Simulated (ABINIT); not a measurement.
# Te (P3_121): G0W0 with ABINIT, start to end

How does a plane-wave GW calculation on Te (P3_121) run from the first input to the gap?

Main program and level: ABINIT 10.8.3; PBE and many-body steps on it, plane waves.

### Step 1. Starting point

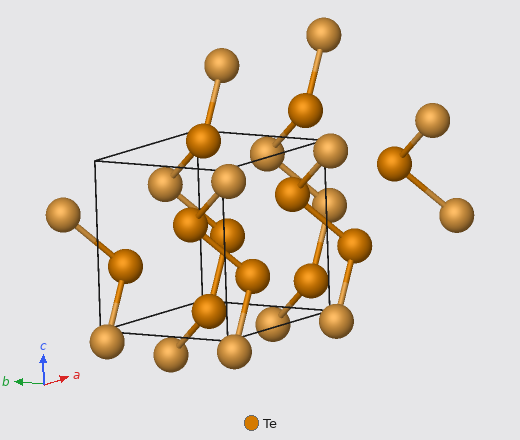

The starting structure, seen from a free direction (tellurium orange). 2×1×1 cells are drawn. Some periodic images of atoms are drawn too.

The cell and positions come from the Crystallography Open Database and are kept as given unless a step says otherwise. Spin-orbit coupling is left out unless a step names it.

### Step 2. Ground state

This step: ABINIT 10.8.3; DFT, PBE, plane waves, norm-conserving pseudopotentials.

The ground-state density comes first.

Contents of run.abi:

```
acell 3*1.0 Angstrom
rprim 
  4.457199999972 0.000000000006 0.000000000000
  -2.228599999992 3.860048429721 0.000000000000
  0.000000000000 0.000000000000 5.929000000000
ntypat 1
znucl 52
natom 3
typat 1 1 1
xred 
  0.263300000000 0.000000000000 0.333333333333
  0.000000000000 0.263300000000 0.666666666667
  0.736700000000 0.736700000000 -0.000000000000
pp_dirpath "pseudos"
pseudos "Te.upf"
ecut 39
ngkpt 3 3 4
nshiftk 1
shiftk 0 0 0
kptopt 1
chksymbreak 0
nband 41
occopt 1
tolvrs 1e-08
nstep 60
prtwf 0
optforces 0
optstress 0
indata_prefix "in"
outdata_prefix "out"
tmpdata_prefix "tmp"
```

Started as:

```bash
> OMP_NUM_THREADS=1 mpirun -n 8 abinit run.abi > log
```

Numbers of over 12 decimals in the logs are rounded to 6 here.

The log of the run:

```text
.Version 10.8.3 of ABINIT. v10.8.2 released Aug 2026.

 Symmetries : space group P3_1 2 1 (#152); Bravais hP (primitive hexag.)
================================================================================
 Values of the parameters that define the memory need of the present run
     intxc =       0    ionmov =       0      iscf =       7    lmnmax =       8
     lnmax =       8     mgfft =      64  mpssoang =       4    mqgrid =    3150
     natom =       3  nloc_mem =       1    nspden =       1   nspinor =       1
    nsppol =       1      nsym =       6    n1xccc =    2501    ntypat =       1
    occopt =       1   xclevel =       2
-    mband =          41        mffmem =           1         mkmem =           2
       mpw =        8022          nfft =      147456          nkpt =          10
================================================================================
  Rough estimation (10% accuracy) of disk space for files :
================================================================================

--------------------------------------------------------------------------------
------------- Echo of variables that govern the present computation ------------
--------------------------------------------------------------------------------
 -outvars: echo values of preprocessed input variables --------
            acell      1.8897261259E+00  1.8897261259E+00  1.8897261259E+00 Bohr

      chksymbreak           0
             ecut      3.90000000E+01 Hartree
-          fftalg         312

              ixc     -101130
              kpt      0.00000000E+00  0.00000000E+00  0.00000000E+00
                       3.33333333E-01  0.00000000E+00  0.00000000E+00
                       3.33333333E-01  3.33333333E-01  0.00000000E+00
                       0.00000000E+00  0.00000000E+00  2.50000000E-01
                       3.33333333E-01  0.00000000E+00  2.50000000E-01
                      -3.33333333E-01  0.00000000E+00  2.50000000E-01
                       3.33333333E-01  3.33333333E-01  2.50000000E-01
                       0.00000000E+00  0.00000000E+00  5.00000000E-01
                       3.33333333E-01  0.00000000E+00  5.00000000E-01
                       3.33333333E-01  3.33333333E-01  5.00000000E-01
         kptrlatt        3    0    0      0    3    0      0    0    4
          kptrlen      2.52686619E+01
P           mkmem           2
            natom           3
            nband          41
            ngfft          48      48      64
             nkpt          10
            nstep          60
             nsym           6
           ntypat           1
              occ      2.000000  2.000000  2.000000  2.000000  2.000000  2.000000
                       2.000000  2.000000  2.000000  2.000000  2.000000  2.000000
                       2.000000  2.000000  2.000000  2.000000  2.000000  2.000000
                       2.000000  2.000000  2.000000  2.000000  2.000000  2.000000
                       2.000000  2.000000  2.000000  2.000000  2.000000  2.000000
                       2.000000  2.000000  2.000000  2.000000  2.000000  2.000000
                       0.000000  0.000000  0.000000  0.000000  0.000000
        optforces           0
        optstress           0
            prtwf           0
            rprim      4.4572000000E+00  6.0000000000E-12  0.0000000000E+00
                      -2.2286000000E+00  3.8600484297E+00  0.0000000000E+00
[...]
spgroup         152

           tolvrs      1.00000000E-08

             xred      2.6330000000E-01  9.2518585385E-17  3.3333333333E-01
[...]
znucl       52.00000

================================================================================

 chkinp: Checking input parameters for consistency.

================================================================================
== DATASET  1 ==================================================================
-   mpi_nproc: 8, omp_nthreads: 1 (-1 if OMP is not activated)
-    --> not optimal distribution: autoparal keyword recommended in input file <--

--- !DatasetInfo
iteration_state: {dtset: 1, }
dimensions: {natom: 3, nkpt: 10, mband: 41, nsppol: 1, nspinor: 1, nspden: 1, mpw: 8022, }
cutoff_energies: {ecut:  39.0, pawecutdg:  -1.0, }
electrons: {nelect:   7.20000000E+01, charge:   0.00000000E+00, occopt:   1.00000000E+00, tsmear:   1.00000000E-02, }

 Real(R)+Recip(G) space primitive vectors, cartesian coordinates (Bohr,Bohr^-1):
 R(1)=  8.4228873  0.0000000  0.0000000  G(1)=  0.1187241  0.0685454  0.0000000
 R(2)= -4.2114436  7.2944344  0.0000000  G(2)=  0.0000000  0.1370908  0.0000000
 R(3)=  0.0000000  0.0000000 11.2041862  G(3)=  0.0000000  0.0000000  0.0892524
 Unit cell volume ucvol=  6.8838742E+02 bohr^3
 Angles (23,13,12)=  9.00000000E+01  9.00000000E+01  1.20000000E+02 degrees

 getcut: wavevector=  0.0000  0.0000  0.0000  ngfft=  48  48  64
         ecut(hartree)=     39.000   => boxcut(ratio)=   2.02714

--- Pseudopotential description ------------------------------------------------
- Te Generated using ONCVPSP code by D. R. Hamann
- 52.00000  24.00000  220131                  znucl, zion, pspdat
12 -101130 3 -1 1294                          pspcod,pspxc,lmax,lloc,mmax
     nproj     2     2     2     2
  pspatm : epsatm=   28.89495404
         --- l  ekb(1:nproj) -->
[...]
pspatm: atomic psp has been read  and splines computed

   6.24131007E+03                                ecore*ucvol(ha*bohr**3)
--------------------------------------------------------------------------------

_setup2: Arith. and geom. avg. npw (full set) are    8008.972    8008.968

================================================================================

--- !BeginCycle
iteration_state: {dtset: 1, }
solver: {iscf: 7, nstep: 60, nline: 4, wfoptalg: 0, }
tolerances: {tolvrs: 1.00E-08, }

     iter   Etot(hartree)      deltaE(h)  residm     vres2
 ETOT  1  -839.07823236603    -8.391E+02 1.192E+00 2.989E+01
 ETOT  2  -841.45455525990    -2.376E+00 4.324E-03 1.125E+01
 ETOT  3  -841.45609098505    -1.536E-03 2.434E-03 3.149E+00
 ETOT  4  -841.45631362221    -2.226E-04 4.200E-04 5.352E-01
 ETOT  5  -841.45641316345    -9.954E-05 2.704E-04 3.194E-03
 ETOT  6  -841.45641336457    -2.011E-07 2.029E-05 3.670E-04
 ETOT  7  -841.45641340065    -3.608E-08 1.270E-05 1.304E-05
 ETOT  8  -841.45641340291    -2.262E-09 9.086E-07 2.194E-06
 ETOT  9  -841.45641340327    -3.619E-10 6.028E-07 5.421E-08
 ETOT 10  -841.45641340329    -1.739E-11 4.357E-08 9.353E-10

 At SCF step   10       vres2   =  9.35E-10 < tolvrs=  1.00E-08 =>converged.

--- !ResultsGS
iteration_state: {dtset: 1, }
comment   : Summary of ground state results
lattice_vectors:
- [  8.4228873,   0.0000000,   0.0000000, ]
- [ -4.2114436,   7.2944344,   0.0000000, ]
- [  0.0000000,   0.0000000,  11.2041862, ]
lattice_lengths: [   8.42289,    8.42289,   11.20419, ]
lattice_angles: [ 90.000,  90.000, 120.000, ] # degrees, (23, 13, 12)
lattice_volume:   6.8838742E+02
convergence: {deltae: -1.739E-11, res2:  9.353E-10, residm:  4.357E-08, diffor:  0.000E+00, }
etotal    :  -8.41456413E+02
entropy   :   0.00000000E+00
fermie    :   2.49476202E-01
cartesian_stress_tensor: null
pressure_GPa: null
xred      :
- [  2.6330E-01,   9.2519E-17,   3.3333E-01, Te]
- [ -6.8916E-19,   2.6330E-01,   6.6667E-01, Te]
- [  7.3670E-01,   7.3670E-01,   7.4015E-17, Te]
cartesian_forces: null
force_length_stats: {min: null, max: null, mean: null, }

 Integrated electronic density in atomic spheres:
 ------------------------------------------------
 Atom  Sphere_radius  Integrated_density
[...]
2        2.00000         19.90223792
    3        2.00000         19.89994489
================================================================================

 ----iterations are completed or convergence reached----

 Mean square residual over all n,k,spin=   11.731E-11; max=  43.574E-09
 reduced coordinates (array xred) for    3 atoms
       0.263300000000      0.000000000000      0.333333333333
      -0.000000000000      0.263300000000      0.666666666667
       0.736700000000      0.736700000000      0.000000000000
 rms dE/dt=  0.0000E+00; max dE/dt=  0.0000E+00; dE/dt below (all hartree)
    1       0.000000000000      0.000000000000      0.000000000000
    2       0.000000000000      0.000000000000      0.000000000000
    3       0.000000000000      0.000000000000      0.000000000000

 cartesian coordinates (angstrom) at end:
    1      1.173581     1.58e-12     1.976333
    2     -0.586790     1.016351     3.952667
    3      1.641810     2.843698     0.000000
 length scales=  1.889726125908  1.889726125908  1.889726125908 bohr
              =  1.000000000000  1.000000000000  1.000000000000 angstroms
 prteigrs : about to open file out_EIG
 Fermi (or HOMO) energy (hartree) =   0.24948   Average Vxc (hartree)=  -0.35642
 Eigenvalues (hartree) for nkpt=  10  k points:
 kpt#   1, nband= 41, wtk=  0.02778, kpt=  0.0000  0.0000  0.0000 (reduced coord)
  -5.63133   -5.63132   -5.63132   -3.79682   -3.79682   -3.79672   -3.79568   -3.79561
  -3.79561   -3.78982   -3.78982   -3.78982   -1.12452   -1.12452   -1.12255   -1.12243
  -1.12243   -1.11948   -1.11746   -1.11729   -1.11729   -1.11637   -1.11617   -1.11617
  -1.11554   -1.11438   -1.11438   -0.25162   -0.12937   -0.12937    0.13671    0.14717
   0.14717    0.18924    0.18924    0.22247    0.28817    0.28817    0.31134    0.43337
   0.43337
 prteigrs : prtvol=0 or 1, do not print more k-points.

--- !EnergyTerms
iteration_state     : {dtset: 1, }
comment             : Components of total free energy in Hartree
kinetic             :  2.83704648688695E+02
hartree             :  2.99016927331891E+02
xc                  : -1.08433172432270E+02
Ewald energy        : -3.95809479043991E+02
psp_core            :  9.06656608642040E+00
local_psp           : -8.86335342454545E+02
non_local_psp       : -4.26665615794894E+01
total_energy        : -8.41456413403288E+02
total_energy_eV     : -2.28971954742747E+04
band_energy         : -1.34877680290264E+02

== END DATASET(S) ==============================================================
================================================================================

 -outvars: echo values of variables after computation  --------
           etotal     -8.4145641340E+02
            nband          41
             nkpt          10
          spgroup         152
 [... the other variables as echoed above ...]

 Calculation completed.
```

Elapsed: 26 s, on 8 MPI ranks of AMD EPYC 7B13 (Zen 3), shared host; peak memory 0.91 GiB.

Numbers from this step:

| Property | Result |
| --- | --- |
| total energy | -22897.1955 eV |
| gap | 0.1818 eV |
| k of the valence top | 0.3333, 0.3333, 0.5 |
| k of the conduction bottom | 0.3333, 0.3333, 0.5 |
| least direct gap | 0.1818 eV |

The gap is direct, at (0.333, 0.333, 0.500).

### Step 3. Bands along the symmetry lines

The cheap functional maps the bands first; the places of the edges decide which points the dearer methods must see.

Contents of run.abi:

```
acell 3*1.0 Angstrom
rprim 
  4.457199999972 0.000000000006 0.000000000000
  -2.228599999992 3.860048429721 0.000000000000
  0.000000000000 0.000000000000 5.929000000000
ntypat 1
znucl 52
natom 3
typat 1 1 1
xred 
  0.263300000000 0.000000000000 0.333333333333
  0.000000000000 0.263300000000 0.666666666667
  0.736700000000 0.736700000000 -0.000000000000
pp_dirpath "pseudos"
pseudos "Te.upf"
ecut 39
iscf -2
irdden 1
kptopt 0
nkpt 39
kpt 
  0.00000000 0.00000000 0.00000000
  0.12500000 0.00000000 0.00000000
  0.25000000 0.00000000 0.00000000
  0.37500000 0.00000000 0.00000000
  0.50000000 0.00000000 0.00000000
  0.45833333 0.08333333 0.00000000
  0.41666666 0.16666666 0.00000000
  0.37500000 0.25000000 0.00000000
  0.33333333 0.33333333 0.00000000
  0.25000000 0.25000000 0.00000000
  0.16666666 0.16666666 0.00000000
  0.08333333 0.08333333 0.00000000
  0.00000000 0.00000000 0.00000000
  0.00000000 0.00000000 0.12500000
  0.00000000 0.00000000 0.25000000
  0.00000000 0.00000000 0.37500000
  0.00000000 0.00000000 0.50000000
  0.12500000 0.00000000 0.50000000
  0.25000000 0.00000000 0.50000000
  0.37500000 0.00000000 0.50000000
  0.50000000 0.00000000 0.50000000
  0.45833333 0.08333333 0.50000000
  0.41666666 0.16666666 0.50000000
  0.37500000 0.25000000 0.50000000
  0.33333333 0.33333333 0.50000000
  0.25000000 0.25000000 0.50000000
  0.16666666 0.16666666 0.50000000
  0.08333333 0.08333333 0.50000000
  0.00000000 0.00000000 0.50000000
  0.50000000 0.00000000 0.50000000
  0.50000000 0.00000000 0.37500000
  0.50000000 0.00000000 0.25000000
  0.50000000 0.00000000 0.12500000
  0.50000000 -0.00000000 0.00000000
  0.33333333 0.33333333 0.50000000
  0.33333333 0.33333333 0.37500000
  0.33333333 0.33333333 0.25000000
  0.33333333 0.33333333 0.12500000
  0.33333333 0.33333333 0.00000000
istwfk *1
nband 43
nbdbuf 2
tolwfr 1e-08
nstep 40
prtwf 0
prtvol 0
indata_prefix "in"
outdata_prefix "out"
tmpdata_prefix "tmp"
```

The log of the run:

```text
.Version 10.8.3 of ABINIT. v10.8.2 released Aug 2026.

 Symmetries : space group P3_1 2 1 (#152); Bravais hP (primitive hexag.)
[... echo of the input left out ...]
== DATASET  1 ==================================================================
-   mpi_nproc: 8, omp_nthreads: 1 (-1 if OMP is not activated)

--- !DatasetInfo
iteration_state: {dtset: 1, }
dimensions: {natom: 3, nkpt: 39, mband: 43, nsppol: 1, nspinor: 1, nspden: 1, mpw: 8042, }
cutoff_energies: {ecut:  39.0, pawecutdg:  -1.0, }
electrons: {nelect:   7.20000000E+01, charge:   0.00000000E+00, occopt:   1.00000000E+00, tsmear:   1.00000000E-02, }

 Real(R)+Recip(G) space primitive vectors, cartesian coordinates (Bohr,Bohr^-1):
 R(1)=  8.4228873  0.0000000  0.0000000  G(1)=  0.1187241  0.0685454  0.0000000
 R(2)= -4.2114436  7.2944344  0.0000000  G(2)=  0.0000000  0.1370908  0.0000000
 R(3)=  0.0000000  0.0000000 11.2041862  G(3)=  0.0000000  0.0000000  0.0892524
 Unit cell volume ucvol=  6.8838742E+02 bohr^3
 Angles (23,13,12)=  9.00000000E+01  9.00000000E+01  1.20000000E+02 degrees

 getcut: wavevector=  0.0000  0.0000  0.0000  ngfft=  48  48  64
         ecut(hartree)=     39.000   => boxcut(ratio)=   2.02714

--- Pseudopotential description ------------------------------------------------
- Te Generated using ONCVPSP code by D. R. Hamann
- 52.00000  24.00000  220131                  znucl, zion, pspdat
12 -101130 3 -1 1294                          pspcod,pspxc,lmax,lloc,mmax
     nproj     2     2     2     2
  pspatm : epsatm=   28.89495404
         --- l  ekb(1:nproj) -->
             0    9.158100   -0.350391
             1    3.254928   -0.666646
             2   -3.247931   -0.911641
[...]
pspatm: atomic psp has been read  and splines computed

--------------------------------------------------------------------------------

================================================================================
 prteigrs : about to open file out_EIG
 Non-SCF case, kpt    1 (  0.00000  0.00000  0.00000), residuals and eigenvalues=
  5.68E-09  9.89E-09  4.85E-09  5.79E-09  2.55E-09  3.56E-09  2.95E-09  2.75E-09
  7.44E-09  8.21E-09  3.24E-09  8.50E-09  4.05E-09  3.69E-09  7.38E-09  6.71E-09
  5.97E-09  9.24E-09  1.62E-09  4.08E-09  3.57E-09  9.32E-09  7.34E-09  6.91E-09
[...]
-5.6313E+00 -5.6313E+00 -5.6313E+00 -3.7968E+00 -3.7968E+00 -3.7967E+00
 -3.7957E+00 -3.7956E+00 -3.7956E+00 -3.7898E+00 -3.7898E+00 -3.7898E+00
 -1.1245E+00 -1.1245E+00 -1.1226E+00 -1.1224E+00 -1.1224E+00 -1.1195E+00
[...]
4.8567E-01
 Non-SCF case, kpt    2 (  0.12500  0.00000  0.00000), residuals and eigenvalues=
[...]
4.8689E-01
 Non-SCF case, kpt    3 (  0.25000  0.00000  0.00000), residuals and eigenvalues=
[...]
5.1515E-01
[...]
Non-SCF case, kpt   38 (  0.33333  0.33333  0.12500), residuals and eigenvalues=
[...]
5.7725E-01
 Non-SCF case, kpt   39 (  0.33333  0.33333  0.00000), residuals and eigenvalues=
[...]
8.3123E-02  8.3123E-02  1.3798E-01  1.3798E-01  1.4388E-01  1.5359E-01
  3.5578E-01  3.5578E-01  3.6863E-01  4.2917E-01  4.6834E-01  4.6834E-01
  5.6724E-01

--- !ResultsGS
iteration_state: {dtset: 1, }
comment   : Summary of ground state results
lattice_vectors:
- [  8.4228873,   0.0000000,   0.0000000, ]
- [ -4.2114436,   7.2944344,   0.0000000, ]
- [  0.0000000,   0.0000000,  11.2041862, ]
lattice_lengths: [   8.42289,    8.42289,   11.20419, ]
lattice_angles: [ 90.000,  90.000, 120.000, ] # degrees, (23, 13, 12)
lattice_volume:   6.8838742E+02
convergence: {deltae:  0.000E+00, res2:  0.000E+00, residm:  9.987E-09, diffor:  0.000E+00, }
etotal    :  -8.41456413E+02
entropy   :   0.00000000E+00
fermie    :   2.49476202E-01
cartesian_stress_tensor: null
pressure_GPa: null
xred      :
- [  2.6330E-01,   9.2519E-17,   3.3333E-01, Te]
- [ -6.8916E-19,   2.6330E-01,   6.6667E-01, Te]
- [  7.3670E-01,   7.3670E-01,   7.4015E-17, Te]
cartesian_forces: null
force_length_stats: {min: null, max: null, mean: null, }

 Integrated electronic density in atomic spheres:
 ------------------------------------------------
 Atom  Sphere_radius  Integrated_density
[...]
================================================================================

 ----iterations are completed or convergence reached----

 Mean square residual over all n,k,spin=   46.690E-10; max=  99.866E-10
 reduced coordinates (array xred) for    3 atoms
[...]
cartesian coordinates (angstrom) at end:
    1      1.173581     1.58e-12     1.976333
    2     -0.586790     1.016351     3.952667
    3      1.641810     2.843698     0.000000
 length scales=  1.889726125908  1.889726125908  1.889726125908 bohr
              =  1.000000000000  1.000000000000  1.000000000000 angstroms
 prteigrs : about to open file out_EIG
 Eigenvalues (hartree) for nkpt=  39  k points:
 kpt#   1, nband= 43, wtk=  1.00000, kpt=  0.0000  0.0000  0.0000 (reduced coord)
[...]
kpt#   2, nband= 43, wtk=  1.00000, kpt=  0.1250  0.0000  0.0000 (reduced coord)
[...]
kpt#   3, nband= 43, wtk=  1.00000, kpt=  0.2500  0.0000  0.0000 (reduced coord)
[...]
kpt#  38, nband= 43, wtk=  1.00000, kpt=  0.3333  0.3333  0.1250 (reduced coord)
[...]
0.46033    0.47345    0.57725
 kpt#  39, nband= 43, wtk=  1.00000, kpt=  0.3333  0.3333  0.0000 (reduced coord)
[...]
-1.11604   -1.11416   -1.11416   -0.20885   -0.14125   -0.14125    0.08312    0.08312
   0.13798    0.13798    0.14388    0.15359    0.35578    0.35578    0.36863    0.42917
   0.46834    0.46834    0.56724

== END DATASET(S) ==============================================================
================================================================================

 -outvars: echo values of variables after computation  --------
            nband          43
             nkpt          39
          spgroup         152
 [... the other variables as echoed above ...]

 Calculation completed.
```

It took 30 s on 8 MPI ranks; peak memory 0.84 GiB.

This step gave:

```
gap                        : 0.1818 eV
k of the valence top       : 0.3333, 0.3333, 0.5
k of the conduction bottom : 0.3333, 0.3333, 0.5
least direct gap           : 0.1818 eV
```

The gap is 0.182 eV, as in the run before at this level.

Electronic bands along the path, in eV, zero at the top of the highest filled band:

```
    point  band 33  band 34  band 35  band 36  band 37  band 38  band 39  band 40
        Γ    -2.78    -1.64    -1.64    -0.73     1.05     1.05     1.68     5.00
        M    -3.52    -3.45    -1.11    -0.83     0.95     1.05     3.07     3.77
        K    -3.03    -3.03    -2.87    -2.61     2.89     2.89     3.24     4.89
        Γ    -2.78    -1.64    -1.64    -0.73     1.05     1.05     1.68     5.00
        A    -2.65    -1.32    -1.04    -1.04     0.56     0.62     0.62     4.07
        L    -3.64    -2.37    -2.03    -0.21     0.80     1.96     2.59     4.60
        H    -4.96    -1.04     0.00     0.00     0.18     1.47     1.47     5.92
        A    -2.65    -1.32    -1.04    -1.04     0.56     0.62     0.62     4.07
jump to L    -3.64    -2.37    -2.03    -0.21     0.80     1.96     2.59     4.60
        M    -3.52    -3.45    -1.11    -0.83     0.95     1.05     3.07     3.77
jump to H    -4.96    -1.04     0.00     0.00     0.18     1.47     1.47     5.92
        K    -3.03    -3.03    -2.87    -2.61     2.89     2.89     3.24     4.89
```

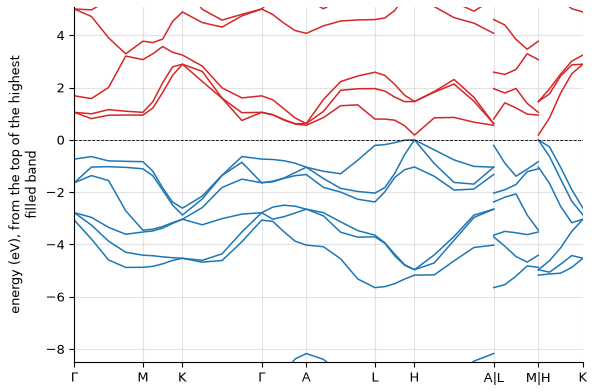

Electronic bands along the path; lines of filled and empty bands in two colours.

(Continued in part 2 of 2.)

[Paths, hosts, dates, memory and timing lines, banners, echoed tables and standing remarks are left out of the program output.]

[Logs are printed without paths, hosts, clocks, repeated set-up lines and the standing remarks that a program may print on its own settings, such as how far it seeks lower states.]

[Runs of the session that timed out or met a known fault of the program may be left out.]

[Hosts, paths, dates, database ids (printed as entryN), source tags and the programs' standing remarks are cut or masked in the printed files.]

[G0W0 gaps are taken among the corrected bands and points alone; a level outside them can change the order at an edge.]

[Where Ansatz stands beside ABINIT at settings called matched, ABINIT's density can come from a denser mesh and the files from another edition; pairs whose starting gaps differed by over 0.03 eV were left out, so agreement reads better than it is.]
